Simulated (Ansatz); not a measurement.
C₂H₁₁NOSi₃

Input

```
crystal:
  periodic: [false, false, false]
  atoms:
    - {symbol: C, position_ang: [-1.233442, 0.790907, 1.156192]}
    - {symbol: C, position_ang: [0.682238, -0.680287, -0.726426]}
    - {symbol: "N", position_ang: [-3.887693, 0.596860, -0.051022]}
    - {symbol: O, position_ang: [-1.700458, 0.614079, -1.707480]}
    - {symbol: Si, position_ang: [-2.316856, 1.264400, -0.300709]}
    - {symbol: Si, position_ang: [0.578723, 0.581357, 0.674012]}
    - {symbol: Si, position_ang: [-0.315246, -0.146761, -2.228462]}
    - {symbol: H, position_ang: [-4.264239, 0.563915, 0.891298]}
    - {symbol: H, position_ang: [-4.629432, 0.773079, -0.722773]}
    - {symbol: H, position_ang: [-2.287938, 2.746272, -0.502123]}
    - {symbol: H, position_ang: [-1.591276, -0.175429, 1.559114]}
    - {symbol: H, position_ang: [-1.322610, 1.536491, 1.966321]}
    - {symbol: H, position_ang: [1.123634, 1.893382, 0.197043]}
    - {symbol: H, position_ang: [1.398291, 0.147717, 1.849794]}
    - {symbol: H, position_ang: [1.735426, -0.846647, -1.015432]}
    - {symbol: H, position_ang: [0.296225, -1.645967, -0.350742]}
    - {symbol: H, position_ang: [-0.699755, -1.311386, -3.079665]}
    - {symbol: H, position_ang: [0.493537, 0.802244, -3.052224]}
basis:
  gaussian:
    orbitals: def2-SVPD
hamiltonian:
  xc: {name: PBE0}
output: {forces: true, orbitals: {seedname: orbitals}}
```

Launched as:

```sh
ansatz run input.yaml --threads 4 --pin off --max-ram 7830MiB --events-out events.jsonl --progress --plain --runs-dir runs
```

Geometry: r2SCAN-D4/def2-SVP.

These are results of Ansatz 0.2.0, isolated molecule in a Gaussian basis; Kohn-Sham density functional theory, functional PBE0, not measurements.

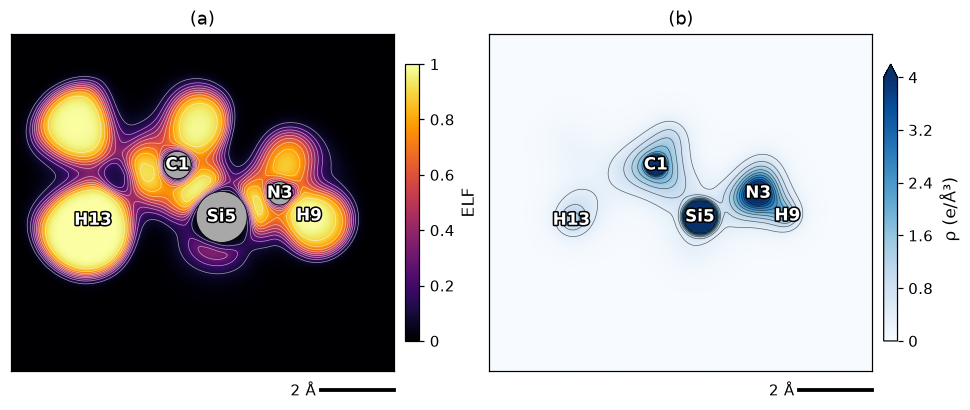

Figure 1. (a) electron localisation function; (b) electron density on the plane of atoms Si5, N3 and H9. Grey discs cover the atomic cores in the ELF map.

Q: What do the fields say about this system?

A: The plane passes through C, N, Si and H nuclei.
Si–N (1.72 Å): ρ at the midpoint is about 1.1 e/Å³; the ELF peaks at about 0.95 between the atoms (a shared but strongly polarised pair).
C–Si (1.88 Å): ρ is about 0.95 e/Å³ halfway; the ELF peaks at about 0.95 between the atoms (localised, covalent bonding).
N–H (1.02 Å): ρ is about 2.8 e/Å³ halfway; the ELF climbs to about 1 towards the hydrogen, as it does in any bond to H; an ordinary covalent bond to hydrogen.

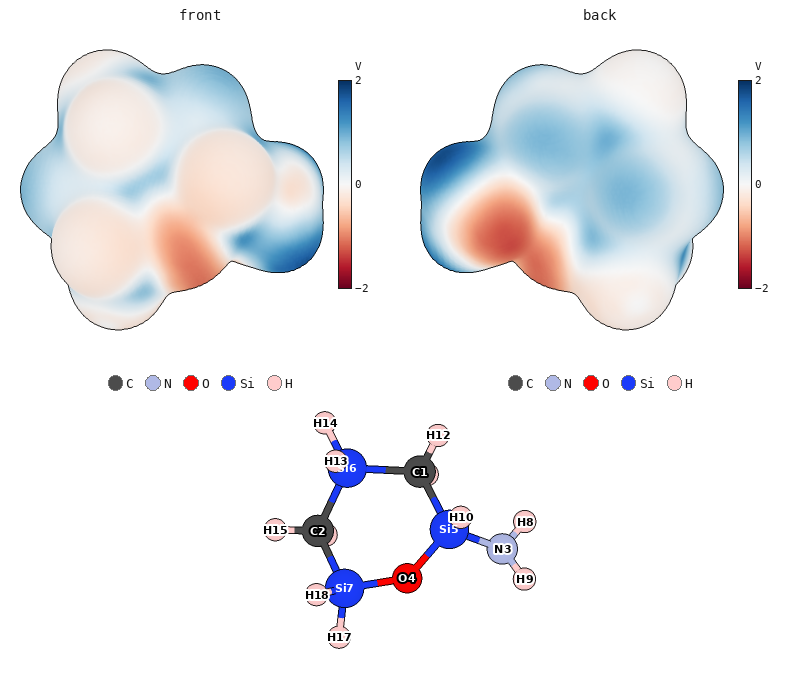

Figure 2. The molecular electrostatic potential painted on the density surface at 0.002 e/bohr³, seen from the front and from behind; red is negative and blue positive. The bare structure is drawn below in the same view.

Q: Where is the surface potential most negative and most positive?

A: The most negative region (about −1.3 V) lies over N3, the most positive (about +1.7 V) over H8 and H9. N3 is the likeliest acceptor of a hydrogen bond.

Q: How polar is the molecule by this calculation?

A: Its dipole moment is 1.77 D.

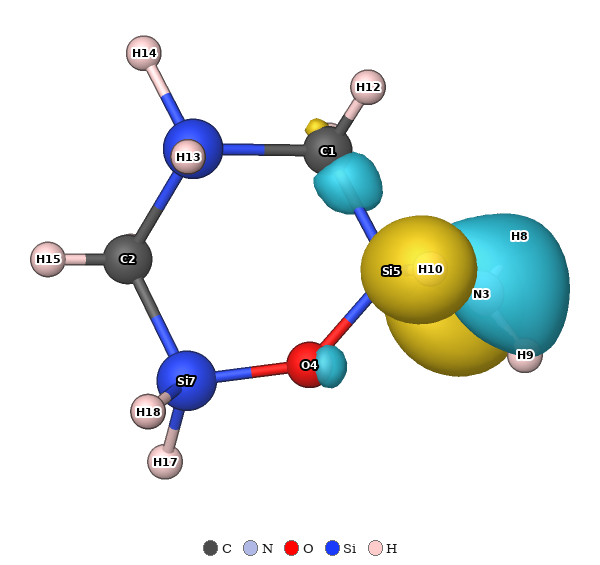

Figure 3. The HOMO at ±0.15 Å⁻³ᐟ² (yellow and cyan are the two phases), seen across its widest extent.

Q: What is the character of this orbital?

A: By Hirshfeld shares it lies mainly on N3 (about 60 %), Si5 (about 15 %) and H10 (about 10 %). Its energy is −7.54 eV.

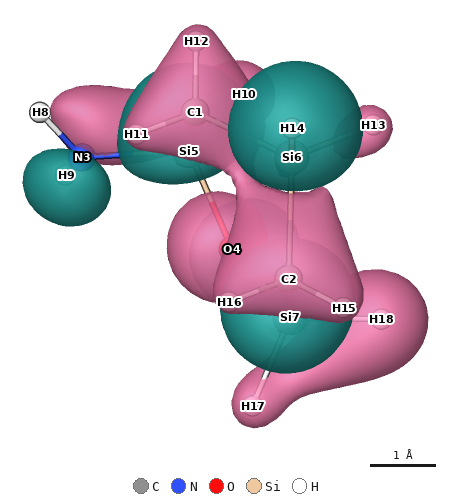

Figure 4. The HOMO−1 at ±0.08 Å⁻³ᐟ² (teal and pink are the two phases), seen at an oblique angle.

Q: Describe this orbital and give its energy.

A: By Hirshfeld shares it lies mainly on O4 (about 20 %), C2 (about 15 %), C1 (about 10 %), H14 (about 10 %), Si7 (about 10 %) and Si6 (about 10 %). Its energy is −8.07 eV.
